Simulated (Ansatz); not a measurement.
The calculation's input:

```
crystal:
  lattice:
    - [0.0, 3.5576264838, 3.5576264838]
    - [3.5576264838, 0.0, 3.5576264838]
    - [3.5576264838, 3.5576264838, 0.0]
  atoms:
    - { symbol: Zn, position: [0.6250923797, 0.6250923797, 0.6250923797] }
    - { symbol: Zn, position: [0.124722861, 0.6250923797, 0.6250923797] }
    - { symbol: Zn, position: [0.6250923797, 0.6250923797, 0.124722861] }
    - { symbol: Zn, position: [0.6250923797, 0.124722861, 0.6250923797] }
    - { symbol: Zn, position: [0.25, 0.25, 0.25] }
    - { symbol: O, position: [0.0, 0.0, 0.0], spin: 0.81 }
basis:
  ecutwfc: 420
kpoints:
  mp_grid: { grid: [10, 10, 10] }
hamiltonian:
  xc: pbe
scf:
  occupations: { method: gaussian, width: 0.1 }
output:
  forces: true
  stress: true
  eigenvalues: true
  populations: true
  write_density: true
  write_potential: true
  elf: true
  volumetric_format: npy
magnetization:
  spin_polarized: true
relax:
  adjacent_minimum: "off"
  f_tol: 0.01
  max_steps: 80
  cell: { stress_tol: 0.05 }
```

Launched as:

```sh
ansatz run input.yaml --threads 1 --pin off --max-ram 2560MiB --backend cpu --events-out ev --progress --plain --runs-dir out
```

Below, planes, directions and counts refer to the conventional cell (a = 7.10 Å, b = 7.10 Å, c = 7.10 Å, α = 90.00°, β = 90.00°, γ = 90.00°).

The fields are those of the run's last geometry, not of the input's.

Space group F-43m; a structure generated by program, which may or may not match a known phase; the program warned that a starting moment wasn't kept; spin-polarised, but the moments vanished.

Theory: DFT PBE, scalar-relativistic, plane waves, PAW (Ansatz 0.2.0).

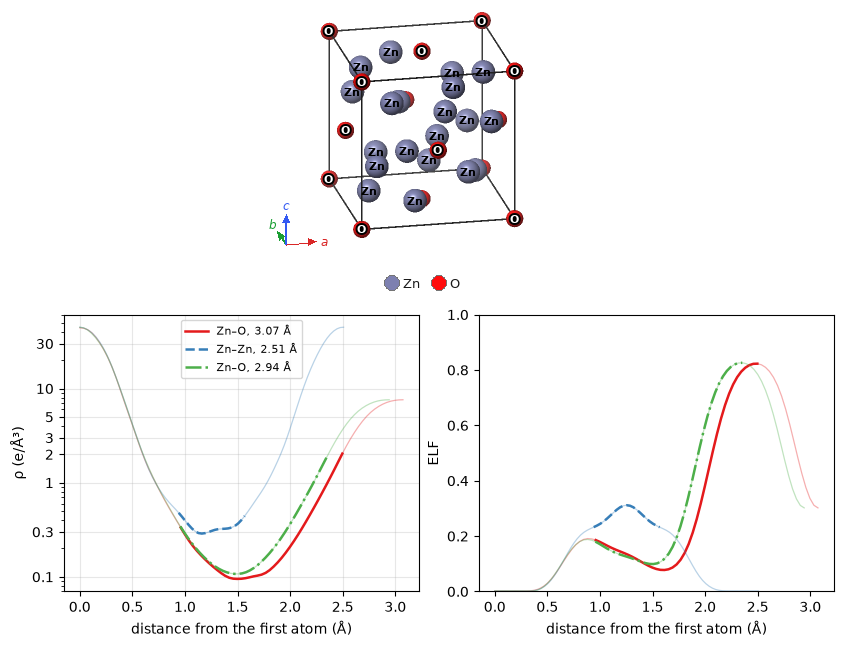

Zn5O. Valence charge density (pseudo) and ELF along straight lines between neighbouring atoms. Thin, pale parts lie inside the atomic spheres. The structure is drawn too.

In a PAW calculation such maps are meaningful between the atoms, not at the nuclei.

Question: What can be read from the curves?

Answer: Zn–O (3.07 Å): ρ is about 0.1 e/Å³ halfway; the ELF is about 0.10 at the midpoint: no localised pair shows between them.
Zn–Zn (2.51 Å): ρ is about 0.31 e/Å³ halfway; the ELF is about 0.30 at the midpoint.
Zn–O (2.94 Å): ρ at the midpoint is about 0.11 e/Å³; the ELF is about 0.10 at the midpoint: no shared electron pair shows on this line.
